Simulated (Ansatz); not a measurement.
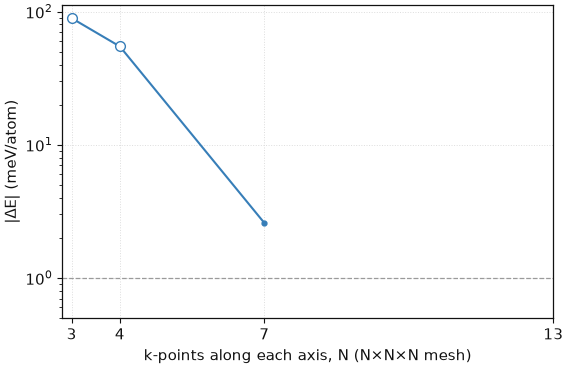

Scan of the k-point mesh.
The run: BiP (F-43m, 2 atoms in the cell), by DFT, PBE, all-electron LAPW, scalar-relativistic (Ansatz); cutoff 189.98 eV, Fermi–Dirac smearing of 0.05 eV.
ΔE is the free energy less its value at the densest setting, 13×13×13.
Dashed lines or grey bands mark the tolerance: 1 meV/atom.
On logarithmic panels, open markers lie below the reference value and filled ones above.

### What is enough for the free energy to 1 meV/atom?

The free energy at the last setting but one, 7×7×7, is still more than 1 meV/atom from the densest setting's value, so the scan doesn't show it converged. It is off by 89 meV/atom at 3×3×3, 55 meV/atom at 4×4×4 and 2.6 meV/atom at 7×7×7 (on both sides of it).
